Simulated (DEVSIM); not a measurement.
Device: abrupt Si n-p junction, at 300 K.

| layer (left to right) | material | thickness (μm) | Nd (cm⁻³) | Na (cm⁻³) | τn (s) | τp (s) |
|---|---|---|---|---|---|---|
| 1 | Si | 93.0 | 1.2e16 | - | 4e-5 | 4e-5 |
| 2 | Si | 44.0 | - | 2.1e15 | 4e-5 | 4e-5 |

Left contact: ohmic. Right contact: ohmic. Voltage is applied to the left contact. Recombination: SRH at mid-gap, radiative. Mobility is μmin + (μ − μmin)/(1 + (N/Nref)^α).

Constants are typed, rounded textbook-type inputs, not results; the design itself was drawn at random and stands for no fabricated device. Values at 300 K.

| parameter | Si |
|---|---|
| gap (eV) | 1.124 |
| affinity (eV) | 4.05 |
| permittivity | 11.7 |
| Nc (cm⁻³) | 2.86e19 |
| Nv (cm⁻³) | 3.1e19 |
| μn (cm²/Vs) | 1417 |
| μp (cm²/Vs) | 470 |
| μn,min | 52 |
| μp,min | 45 |
| Nref,n | 9.7e16 |
| Nref,p | 2.2e17 |
| αn | 0.68 |
| αp | 0.72 |
| B (cm³/s) | 4.7e-15 |

Simulated with DEVSIM: 1D drift-diffusion, Boltzmann statistics, complete ionisation; no tunnelling, impact ionisation, image-force lowering or self-heating.

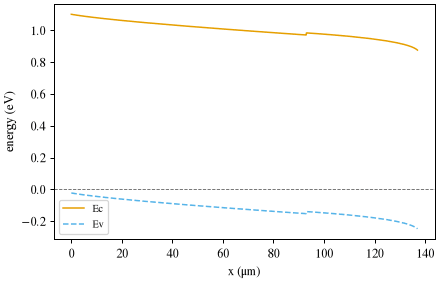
*Band edges at -0.9 V on the left contact*

Energies count from the Fermi level of the right contact; mesh points crowd at the junctions.

```tsv
x (μm)	Ec (eV)	Ev (eV)	n (cm⁻³)	p (cm⁻³)	field (V/cm)
0.000	1.101	-0.023	1.2e16	9700	-27
0.06105	1.101	-0.023	1.2e16	2.4e13	-27
0.2773	1.100	-0.024	1.2e16	1.1e14	-27
1.001	1.098	-0.026	1.2e16	3.7e14	-25
5.435	1.088	-0.036	1.4e16	1.7e15	-21
19.32	1.063	-0.061	1.6e16	4.2e15	-16
60.80	1.008	-0.116	2.0e16	7.6e15	-12
86.97	0.978	-0.146	2.1e16	8.6e15	-11
91.32	0.973	-0.151	2.1e16	8.7e15	-11
92.54	0.971	-0.153	2.1e16	8.8e15	-11
92.88	0.971	-0.153	2.1e16	8.8e15	≈ 0
93.00	0.977	-0.147	1.7e16	1.1e16	2400
93.05	0.983	-0.141	1.3e16	1.4e16	330
93.24	0.984	-0.140	1.2e16	1.5e16	-11
94.39	0.982	-0.142	1.2e16	1.4e16	-11
98.00	0.978	-0.146	1.1e16	1.3e16	-12
110.7	0.961	-0.163	8.3e15	1.0e16	-16
128.8	0.922	-0.202	3.4e15	5.5e15	-33
135.5	0.891	-0.233	8.9e14	3.0e15	-75
136.6	0.881	-0.243	2.8e14	2.4e15	-110
136.9	0.877	-0.247	7.3e13	2.2e15	-130
137.0	0.876	-0.248	55000	2.1e15	-130
```
